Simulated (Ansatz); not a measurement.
**What GeF2 monolayer (1T) distorts into**

Which phase does GeF2 monolayer (1T) fall into along its unstable mode, and how much energy does it gain?

Main program and level: Ansatz 0.2.0; DFT PBEsol, scalar-relativistic, plane waves, PAW.

## (1) The structure

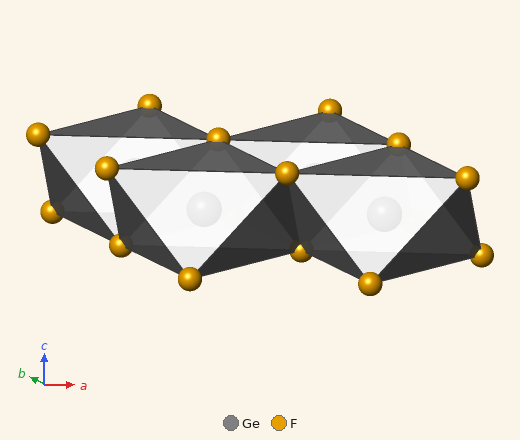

The starting structure, seen slightly off an axis (germanium grey, fluorine orange). Some periodic images of atoms are drawn too.

The cell holds 3 atoms: 1 Ge and 2 F. Cell: a = 3.537 Å, b = 3.537 Å, c = 27.600 Å, α = 90.0°, β = 90.0°, γ = 120.0°. Vacuum lies along c.

## (2) Response at finite wavevector

The cell comes from relaxations at this level that are not shown. Stability and thermal properties need the whole zone. Linear response on a 6×6×1 q mesh gives force constants as far as a supercell of that size would, and the tensors from the zone-centre run are typed in so that the long-range dipole term is interpolated apart.

Contents of input.yaml:

```yaml
crystal:
  lattice:
    - [3.5372703465, 0.0, 0.0]
    - [-1.7686351732, 3.0633659801, 0.0]
    - [0.0, 0.0, 27.6]
  atoms:
    - { symbol: Ge, position: [0.0, 0.0, 0.3623188406] }
    - { symbol: F, position: [0.3333333333, 0.6666666667, 0.3974714677] }
    - { symbol: F, position: [0.6666666667, 0.3333333333, 0.3271662134] }
  periodic: [true, true, false]
kpoints:
  mp_grid: { grid: [12, 12, 1] }
hamiltonian:
  xc: pbesol
scf:
  occupations: { method: fixed }
output:
  eigenvalues: true
phonons:
  method: dfpt
  qmesh: [6, 6, 1]
  temperatures: { t_max: 1000, t_step: 50 }
  qpath:
    path:
      - [0.0, 0.0, 0.0]
      - [0.5, 0.0, 0.0]
      - [0.33333333, 0.33333333, 0.0]
      - [0.0, 0.0, 0.0]
    npoints: 10
  isolated: true
  non_analytic_term:
    high_frequency_dielectric_tensor: [[1.4271, 0.0, 0.0], [0.0, 1.4271, 0.0], [0.0, 0.0, 1.0936]]
    born_effective_charges:
      - { species: Ge, tensor: [[4.0513, 0.0, 0.0], [0.0, 4.0513, 0.0], [0.0, 0.0, 0.5909]] }
      - { species: F, tensor: [[-2.0256, 0.0, 0.0], [0.0, -2.0256, 0.0], [0.0, 0.0, -0.2955]] }
      - { species: F, tensor: [[-2.0256, 0.0, 0.0], [0.0, -2.0256, 0.0], [0.0, 0.0, -0.2955]] }
    source: "zone-centre run at this cell"
```

Command:

```
$ ansatz run input.yaml --threads 8 --pin off --max-ram 14336MiB --backend cpu --events-out ev --progress --plain --runs-dir out
```

Numbers of over 12 decimals in the logs are rounded to 6 here.

What it wrote:

```text
Warning: phonons: the dynamical matrix that this run interpolates holds no multipole term above the dipole-dipole one, and a site of this crystal is no centre of inversion, so its interpolated transverse optical and acoustic branches and sound speeds can stay off near Gamma, and the density of states and the thermodynamics with them. What a run solves at a wave vector of phonons.qpoints, Gamma apart, where the deck admits one, is free of this, and under fd what a larger phonons.supercell samples
Warning: crystal.symmetry: narrowed to the stabiliser of the run's FFT grids — unitary ops 12 → 6. A phonons.method: dfpt run fills in the rows of the dynamical matrix that it does not solve by its symmetry operations, which is exact only for operations that map its FFT grids onto themselves: filled in by any other, the frequencies could depend on the order in which like atoms are typed, or, by more than the grids' own error, on where the crystal sits among the grids' points. Excluded: 6 operations. The run can therefore solve more perturbations, solve them on more k-points, or both, and cost more. [rest of the remark cut]
Engine: ansatz 0.2.0, x86_64-unknown-linux-gnu
Pseudopotentials: kind: paw
Pseudopotential: Ge, paw, valence charge 14, recommended cutoff 420 eV (normal), Ge.paw.azcp
Pseudopotential: F, paw, valence charge 7, recommended cutoff 420 eV (normal), F.paw.azcp
Functional definition: PBEsol
  exchange = pbesol_x
  correlation = pbesol_c
Crystal: 3 atoms, lattice volume = 299.072 Å³
Basis set: ecut = 420 eV, 5787 PW (Γ), exchange–correlation on 48×48×384 points (8 copies of the dense FFT grid, shifted against one another)
Bands: 18, of which v1, the nominal top of the filled ones, is band 14 counted from 1 (13 counted from 0)
Symmetry: 12 space group operations
k-points: 19 of 144 (irreducible under 6 space group operations, time reversal used)
Non-local potential: Ge, projectors of the file, l = 0: 2, l = 1: 2, l = 2: 3, l = 3: 1
Non-local potential: F, projectors of the file, l = 0: 2, l = 1: 2, l = 2: 1
PAW form: soft (Blöchl's): semilocal exchange-correlation on the pseudo side does not see the compensation charge
PAW frozen core: Ge, regenerated for the run's functional, and the local potential with it (the file was generated under x = pbe(κ = 0.804, μ = 0.219515), c = pbe(β = 0.066725))
PAW frozen core: F, regenerated for the run's functional, and the local potential with it (the file was generated under x = pbe(κ = 0.804, μ = 0.219515), c = pbe(β = 0.066725))
PAW one-centre angular grid: Ge, 590 points (default); XC on 64 Gauss nodes
PAW one-centre angular grid: F, 110 points (default); XC on 64 Gauss nodes
Initial density: superposition of atomic densities (neutral atoms: chi_scale 0, normalization atom), corrected by the library's trained network
Initial wavefunctions: pseudopotential atomic-orbital guess
Functional: x = pbesol(κ = 0.804, μ = 0.123457), c = pbesol(β = 0.046)
SCF iter   1: F=—  HF=-5854.238959 eV  |F-HF|=—  |Δ(HF+E_count)|=         —  Δρ=3.44e-3  dr2=2.74e-2  ethr=1.77e-3  ⟨swp⟩=5.3  Hψ=1566  notcnv=0  defer=37
preconditioner: auto → none  [insulator: Δε(μ)=2.478 eV  Ē_g=19.657 eV  n_scr=16 (ndim 8)  ℏωp=11.4 eV  f_vac=0.827  ε∞_Penn≈1.3]
SCF iter   2: F=—  HF=-5854.238444 eV  |F-HF|=—  |Δ(HF+E_count)|=   5.15e-4  Δρ=1.86e-3  dr2=9.07e-3  ethr=9.78e-5  ⟨swp⟩=3.6  Hψ=853  notcnv=0  defer=37
SCF iter   3: F=—  HF=-5854.237220 eV  |F-HF|=—  |Δ(HF+E_count)|=   1.22e-3  Δρ=6.91e-4  dr2=1.16e-3  ethr=3.24e-5  ⟨swp⟩=2.3  Hψ=541  notcnv=0  defer=37
SCF iter   4: F=—  HF=-5854.237937 eV  |F-HF|=—  |Δ(HF+E_count)|=   7.17e-4  Δρ=1.31e-4  dr2=5.22e-5  ethr=4.15e-6  ⟨swp⟩=3.4  Hψ=723  notcnv=0  defer=37
SCF iter   5: F=—  HF=-5854.237997 eV  |F-HF|=—  |Δ(HF+E_count)|=   6.01e-5  Δρ=3.02e-5  dr2=1.85e-6  ethr=1.87e-7  ⟨swp⟩=2.2  Hψ=625  notcnv=0  defer=37
SCF iter   6: F=—  HF=-5854.238061 eV  |F-HF|=—  |Δ(HF+E_count)|=   6.43e-5  Δρ=4.52e-6  dr2=3.86e-8  ethr=6.61e-9  ⟨swp⟩=2.5  Hψ=543  notcnv=0  defer=33
SCF iter   7: F=—  HF=-5854.238061 eV  |F-HF|=—  |Δ(HF+E_count)|=   1.92e-7  Δρ=1.21e-6  dr2=1.48e-9  ethr=1.38e-10  ⟨swp⟩=3.1  Hψ=676  notcnv=0  defer=33
SCF iter   8: F=—  HF=-5854.238061 eV  |F-HF|=—  |Δ(HF+E_count)|=   1.75e-9  Δρ=4.21e-7  dr2=1.51e-10  ethr=5.27e-12  ⟨swp⟩=2.3  Hψ=648  notcnv=0  defer=33
SCF iter   9: F=-5854.238061 eV  HF=-5854.238061 eV  |F-HF|=2.18e-11  |Δ(HF+E_count)|=  5.18e-11  Δρ=6.24e-8  dr2=2.88e-12  ethr=1.00e-12  ⟨swp⟩=16.7  Hψ=3064  notcnv=0
SCF 1 converged in 9 iterations: F = -5854.238061 eV  dr2 = 2.88e-12
  greatest PAW one-centre occupation: 0.999 electrons in one spin orbital (limit 2), on the Ge atom at site 0 (counted from 0), in its partial waves of l = 2
NSCF: frozen V_eff on 19 k-points
NSCF: frozen V_eff on 43 k-points
DFPT response loops at q = (0, 0, 0) (fractional): preconditioner auto → none (the input reference at scf.mixing.eps_inf says where Resta's filter doesn't serve); β = 0.50; Broyden in place of MSR1
NSCF: frozen V_eff on 156 k-points
DFPT response loops at q = (0, 0.166667, 0) (fractional): mixed as the last ones told, above
NSCF: frozen V_eff on 156 k-points
DFPT response loops at q = (0, 0.333333, 0) (fractional): mixed as the last ones told, above
NSCF: frozen V_eff on 86 k-points
DFPT response loops at q = (0, -0.5, 0) (fractional): mixed as the last ones told, above
NSCF: frozen V_eff on 288 k-points
DFPT response loops at q = (0.166667, 0.166667, 0) (fractional): mixed as the last ones told, above
NSCF: frozen V_eff on 288 k-points
DFPT response loops at q = (0.166667, 0.333333, 0) (fractional): mixed as the last ones told, above
NSCF: frozen V_eff on 156 k-points
DFPT response loops at q = (0.333333, 0.333333, 0) (fractional): mixed as the last ones told, above
SCF converged after 9 iterations
Free energy (F): -5854.238061 eV
Harris-Foulkes:  -5854.238061 eV  (|F-HF|=2.18e-11)
Internal energy: -5854.238061 eV  (E = F + TS)
E sigma→0 (E₀):  -5854.238061 eV
Fermi energy:    -6.676055 eV
--- Per-component energies (eV) ---
  E_band       = -568.042188
  E_kinetic    = 518.486172
  E_local      = -42545.469959  (includes V_loc(G=0)·N_el)
  E_nonlocal   = 559.725251
  E_hartree    = 20795.873862
  E_xc         = -230.910160
  E_vxc        = -265.368594  (∫ρ·V_xc dr)
  E_paw        = -2356.644803  (= ΣΔE_a)
  E_vpaw       = -427.167243  (= ΣTr[D̂ρ^β])
  E_aug_tail   = 0.004525  (compensation charges beyond the density's cutoff)
  E_ewald      = 17403.694229
  E_core_change = 1.002821  (= ΣΔE_core)
  E_smearing   = -0.000000  (= −TS)
  E_closure    = 0.000000  (closes the sum)
  Σ components = -5854.238061   (vs F -5854.238061, Δ=0.00e0)
--- Band table (eV; the first three rows and the last of 19) ---
  k-point 0: bands = [... 10 lower, -10.3534, -10.3534, -9.7119, -8.7788, -4.1549, -0.3043, -0.2808, -0.2808]
  k-point 1: bands = [... 10 lower, -10.2992, -10.2387, -9.6685, -8.5947, -4.0179, -0.6432 (-0.6433°), -0.2220, -0.0768]
  k-point 2: bands = [... 10 lower, -10.2963, -10.1325, -9.6111, -8.1727, -3.6583, -1.1321 (-1.1321°), -0.0658, 0.2458]
  k-point 18: bands = [... 10 lower, -10.8014, -9.6934, -9.6934, -6.6761, -1.6019, -0.9976, -0.9976, 3.7221]
  ° read free of the cell's end (the report's vacuum.weakly_bound_levels)
--- Phonons (Γ-DFPT): 6 representative perturbations + reference (Σ response iterations 23) ---
  ASR residual: 2.206e-5 → 0.000e0 eV/Å²; symmetrization residual: 4.300e-6 eV/Å²
  The last average, over the group as it would stand without the narrowing to the FFT grids, took up to 5.691e-6 eV/Å² of the zone centre's force constants
  ASR residual per site (eV/Å²): 1.53e-5 1.27e-5 2.21e-5
  Γ frequencies (cm⁻¹): -163.60 -163.60 0.00 0.00 0.00 222.10 222.10 261.11 291.50
--- Phonons (arbitrary-q DFPT): 7 irreducible q on the 6×6×1 mesh ---
  q = [0.0000, 0.0000, 0.0000] (star 1, of the zone-centre solve; hermiticity 1.10e-6, symmetrization 2.00e-10, taken by the last average 7.30e-7): -163.60 -163.60 -0.00 -0.00 0.00 222.10 222.10 261.11 291.50
  q = [0.0000, 0.1667, 0.0000] (star 6, 9 solved perturbations on 78 of 144 k-point pairs; hermiticity 5.28e-7, symmetrization 4.57e-9, taken by the last average 3.89e-7): -172.09 -16.46 45.75 78.78 176.99 208.30 248.58 264.66 341.12
  q = [0.0000, 0.3333, 0.0000] (star 6, 9 solved perturbations on 78 of 144 k-point pairs; hermiticity 2.76e-7, symmetrization 9.91e-9, taken by the last average 4.66e-7): -193.42 -133.89 65.27 84.85 136.20 181.02 225.87 261.71 349.94
  q = [0.0000, -0.5000, 0.0000] (star 3, 9 solved perturbations on 43 of 144 k-point pairs; hermiticity 1.81e-5, symmetrization 4.98e-6, taken by the last average 5.07e-7): -207.37 -205.65 58.06 103.73 153.27 165.82 204.55 279.76 339.44
  q = [0.1667, 0.1667, 0.0000] (star 6, 6 solved perturbations in 666 linear systems a pass and spin channel, the states on 144 of 144 k-point pairs; hermiticity 5.52e-7, symmetrization 1.52e-10, taken by the last average 5.12e-7): -189.77 -52.22 76.00 119.03 123.40 166.01 240.23 252.33 350.36
  q = [0.1667, 0.3333, 0.0000] (star 12, 9 solved perturbations on 144 of 144 k-point pairs: no pair is spared here; hermiticity 3.37e-7, symmetrization 0.00e0, taken by the last average 5.88e-7): -204.34 -151.31 60.33 119.87 134.49 148.63 214.09 261.15 341.15
  q = [0.3333, 0.3333, 0.0000] (star 2, 6 solved perturbations in 327 linear systems a pass and spin channel, the states on 78 of 144 k-point pairs; hermiticity 2.42e-6, symmetrization 7.38e-7, taken by the last average 6.02e-7): -193.73 -94.51 -94.51 66.60 151.58 151.58 229.88 229.88 337.95
  sum rule: each row above includes the acoustic sum rule's correction from the zone centre's row sums; it moved no ω² by more than (0.56 cm⁻¹)²
  mesh force constants: q→R imaginary residual 2.40e-16; ASR residual 2.206e-5 → 0.000e0 eV/Å²; symmetrization residual 4.441e-15 eV/Å²
  interpolated dispersion: 31 rows × 9 modes
  density of states and harmonic sums: on the 24×24×1 q-mesh, interpolated from the force constants of a 6×6×1 supercell (with the dipole–dipole term of supplied tensors)
  largest difference from the sums on the solved wave vectors: F 2.85e-2 eV, S 3.80e-5 and C_V 9.41e-6 eV/K
  zero-point energy: 0.080575 eV/cell   skipped modes (ω ≤ 0): 127, of them read as no rigid motion or as one in doubt: 124 (2.024e0 modes/cell left out, lowest -207.37 cm⁻¹)   left out of the sums: 2.26e-1 of the cell's modes: C_V's classical limit lies that fraction below 3 k_B per atom; for a crystal, a wire or a layer, F and S can be off by more, and a phonons.interpolated_qmesh denser along its periods is the remedy for the sampling
```

The job ended after 2.3 min (8 threads of Intel Xeon 6975P-C (Granite Rapids), shared host; peak memory 2.2 GiB; 17 min of CPU time).

The column dr2 measures how far the density is from self-consistency, as an energy; F and HF (Harris–Foulkes) agree once it is small.

This step gave:

* gap on the k-mesh: 2.521 eV
* sum-rule residual before enforcement: 2.21e-5 eV/Å²
* lowest frequency on the path: -207.4 cm⁻¹
* point group: -3m
* highest frequency on the path or at a solved wavevector: 355.5 cm⁻¹
* area per atom: 3.612 Å²
* highest optical mode at the zone centre (no LO-TO term): 291.5 cm⁻¹
* lowest optical zone-centre mode: -163.6 cm⁻¹
* lowest mode on the q mesh (acoustic modes at Γ apart): -207.4 cm⁻¹

Frequencies (cm⁻¹) solved at each irreducible wavevector; negative means imaginary. Frequencies by wavevector, by row:

```csv
q in reciprocal lattice units,star,mode 1,mode 2,mode 3,mode 4,mode 5,mode 6,mode 7,mode 8,mode 9
0 0 0,1,-163.6,-163.6,0,0,0,222.1,222.1,261.1,291.5
0 0.1667 0,6,-172.1,-16.5,45.8,78.8,177,208.3,248.6,264.7,341.1
0 0.3333 0,6,-193.4,-133.9,65.3,84.8,136.2,181,225.9,261.7,349.9
0 -0.5 0,3,-207.4,-205.7,58.1,103.7,153.3,165.8,204.6,279.8,339.4
0.1667 0.1667 0,6,-189.8,-52.2,76,119,123.4,166,240.2,252.3,350.4
0.1667 0.3333 0,12,-204.3,-151.3,60.3,119.9,134.5,148.6,214.1,261.1,341.1
0.3333 0.3333 0,2,-193.7,-94.5,-94.5,66.6,151.6,151.6,229.9,229.9,337.9
```

Interpolated from a 6×6×1 q mesh, with the LO-TO term (at Γ the limit along the path; where Γ stands inside the path, tables give the limit on arrival). The phonon branches at the labelled points (cm⁻¹):

```csv
point,branch 1,branch 2,branch 3,branch 4,branch 5,branch 6,branch 7,branch 8,branch 9
Γ,-164,-164,0,0,0,222,222,261,292
M,-207,-206,58,104,153,166,204,280,339
K,-194,-94,-94,67,152,152,230,230,338
Γ,-164,-164,0,0,0,222,222,261,292
```

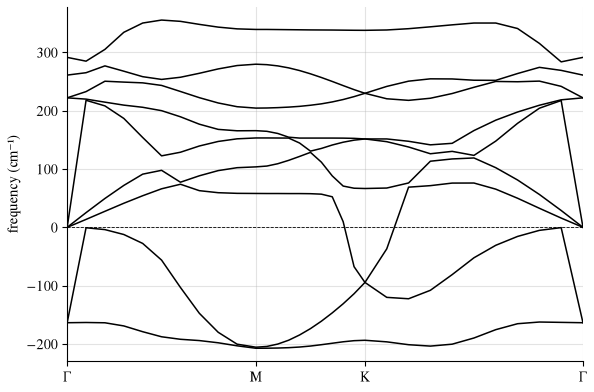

Phonon branches along the path.

Symmetry leaves 7 wavevectors to solve. The lowest mode among them, the acoustic zeros apart, lies at q = (0, -0.5, 0) and is imaginary, 207.4i cm⁻¹, so the energy falls along it.

## (3) The mode frozen in, largest atomic shift 0 Å

The mode followed lies at q = (0, -0.5, 0) with frequency 207.4i cm⁻¹, the softest among the wavevectors solved. At small amplitude the distorted cell has space group no. 11 by a symmetry search on the positions. The undistorted cell that holds it gives the zero of energy on the same k mesh.

System of this step: GeF2 monolayer (1T). The cell holds 6 atoms: 2 Ge and 4 F. Cell: a = 3.537 Å, b = 6.127 Å, c = 27.600 Å, α = 90.0°, β = 90.0°, γ = 90.0°. It derives from GeF2. Vacuum lies along c.

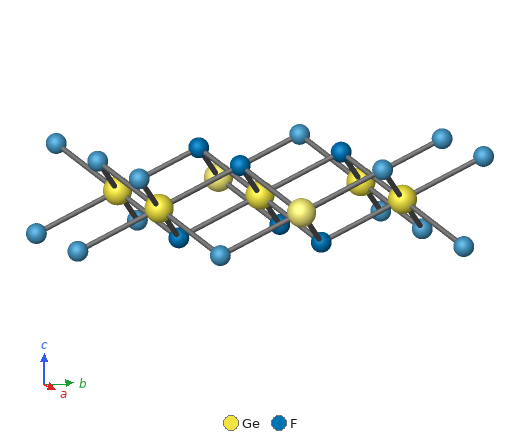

The cell of this step (germanium yellow, fluorine blue). Some periodic images of atoms are drawn too.

Contents of input.yaml:

```yaml
crystal:
  lattice:
    - [3.5372703465, 0.0, 0.0]
    - [0.0, 6.1267319602, 0.0]
    - [0.0, 0.0, 27.6]
  atoms:
    - { symbol: Ge, position: [0.0, 0.0, 0.3623188406] }
    - { symbol: Ge, position: [0.5, 0.5, 0.3623188406] }
    - { symbol: F, position: [0.0, 0.3333333333, 0.3974714677] }
    - { symbol: F, position: [0.5, 0.8333333333, 0.3974714677] }
    - { symbol: F, position: [0.5, 0.1666666667, 0.3271662134] }
    - { symbol: F, position: [1.0, 0.6666666667, 0.3271662134] }
  periodic: [true, true, false]
kpoints:
  mp_grid: { grid: [6, 4, 1] }
hamiltonian:
  xc: pbesol
scf:
  occupations: { method: gaussian, width: 0.02 }
output:
  forces: true
  stress: true
  eigenvalues: true
```

What it wrote:

```text
[...]
Crystal: 6 atoms, lattice volume = 598.145 Å³
Basis set: ecut = 420 eV, 11655 PW (Γ), exchange–correlation on 48×90×384 points (8 copies of the dense FFT grid, shifted against one another)
Bands: 34, of which v1, the nominal top of the filled ones, is band 28 counted from 1 (27 counted from 0)
Symmetry: 8 space group operations
[...]
k-points: 12 of 24
[...]
k-point 1: bands = [... 24 lower, -9.6779, -9.6355, -8.3997, -7.1883, -3.8588, -2.9240, -1.4073 (-1.4072°), -0.8859 (-0.8859°), ... 2 higher]
  k-point 2: bands = [... 24 lower, -9.6033, -9.6033, -7.7078, -7.7078, -3.2317, -3.2317, -1.4955, -1.4955, ... 2 higher]
  k-point 11: bands = [... 24 lower, -9.7480, -9.7480, -7.0138, -7.0138, -2.9019, -2.9019, -1.1658, -1.1658, ... 2 higher]
  ° read free of the cell's end (the report's vacuum.weakly_bound_levels)
[key lines of the parts left out:]
SCF converged after 7 iterations
Free energy (F): -11708.476042 eV
Fermi energy:    -5.415431 eV
P = ½ c Tr σ = 0.0004 N/m
```

Wall time 1.3 s (8 threads); peak memory 1.4 GiB; 8.8 s of CPU time.

This step gave:

```yaml
energy_from_the_undistorted_cell: 0 meV/atom
```

## (4) The mode frozen in, largest atomic shift 0.45 Å

The atoms are moved along the unstable eigenvector, the largest shift by 0.45 Å, with the cell fixed.

input.yaml, the sections that differ from step 3:

```yaml
crystal:
  lattice:
    - [3.5372703465, 0.0, 0.0]
    - [0.0, 6.1267319602, 0.0]
    - [0.0, 0.0, 27.6]
  atoms:
    - { symbol: Ge, position: [0.0, -0.0107633518, 0.3619829857] }
    - { symbol: Ge, position: [0.5, 0.5107633518, 0.3626546955] }
    - { symbol: F, position: [0.0, 0.4067321643, 0.3980716931] }
    - { symbol: F, position: [0.5, 0.7599345023, 0.3968712423] }
    - { symbol: F, position: [0.5, 0.0932678357, 0.326565988] }
    - { symbol: F, position: [1.0, 0.7400654977, 0.3277664388] }
  periodic: [true, true, false]
# kpoints, hamiltonian, scf, output: as in step 3
```

What it wrote:

```text
[...]
Crystal: 6 atoms, lattice volume = 598.145 Å³
Basis set: ecut = 420 eV, 11655 PW (Γ), exchange–correlation on 48×90×384 points (8 copies of the dense FFT grid, shifted against one another)
Bands: 34, of which v1, the nominal top of the filled ones, is band 28 counted from 1 (27 counted from 0)
Symmetry: 4 space group operations
[...]
k-points: 12 of 24
[...]
k-point 1: bands = [... 24 lower, -10.0271, -9.6683, -8.2899, -7.3525, -3.5076, -2.7875, -0.4907 (-0.4907°), -0.1980 (-0.1992°), ... 2 higher]
  k-point 2: bands = [... 24 lower, -9.9060, -9.7160, -7.9813, -7.5469, -3.2384, -2.8534, -0.7569 (-0.7569°), -0.2939 (-0.2939°), ... 2 higher]
  k-point 11: bands = [... 24 lower, -9.8807, -9.8807, -7.1879, -7.1879, -2.1326, -2.1326, -1.0008, -1.0008, ... 2 higher]
  ° read free of the cell's end (the report's vacuum.weakly_bound_levels)
[key lines of the parts left out:]
SCF converged after 7 iterations
Free energy (F): -11708.985184 eV
Fermi energy:    -5.311982 eV
P = ½ c Tr σ = 2.0534 N/m
```

Wall time 1.4 s (8 threads); peak memory 1.4 GiB; 9.4 s of CPU time.

A gap read on the k-mesh alone can miss the band edges.

Numbers from this step:

- gap on the k-mesh: 3.286 eV
- energy from the undistorted cell: -84.86 meV/atom

The energy, extrapolated to zero smearing, is -84.86 meV/atom against the undistorted cell.

## (5) Energy along the mode, all amplitudes (two of the runs are shown above)

An imaginary frequency means negative curvature, so the energy should fall and then rise again as anharmonic terms take over.

Numbers from this step:

- depth at the lowest point sampled: 84.86 meV/atom
- largest atomic shift at that point: 0.45 Å

Energy from the parent against largest atomic shift:

```csv
largest atomic shift (Å),energy from the parent (meV/atom)
0.000,0
0.040,-1.66
0.080,-6.54
0.140,-19.1
0.220,-42.8
0.320,-73.5
0.450,-84.9
0.600,26.6
```

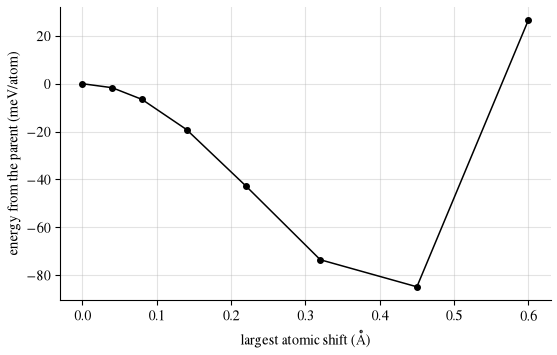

Energy from the parent against largest atomic shift.

Displacement at unit largest shift by atom:

```csv
atom,x (Å),y (Å),z (Å),size
Ge1,0.000,-0.147,-0.021,0.148
Ge2,0.000,0.147,0.021,0.148
F3,0.000,0.999,0.037,1.000
F4,0.000,-0.999,-0.037,1.000
F5,0.000,-0.999,-0.037,1.000
F6,0.000,0.999,0.037,1.000
```

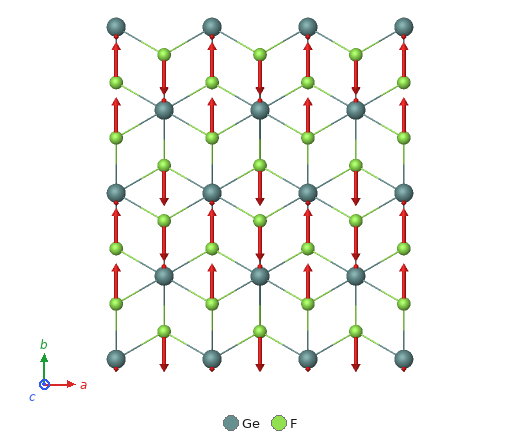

Displacement at unit largest shift as arrows, the longest 1.000 Å. 3×2×1 cells are drawn. Some periodic images of atoms are drawn too.

The lowest of the steps tried is at 0.45 Å, 84.9 meV/atom below the parent; the bottom of the well need not coincide with a step.

(Continued in part 2 of 3.)

[Logs are printed without paths, hosts, clocks, repeated set-up lines and the standing remarks that a program may print on its own settings, such as how far it seeks lower states.]

[Hosts, paths, dates, database ids (printed as entryN), source tags and the programs' standing remarks are cut or masked in the printed files.]
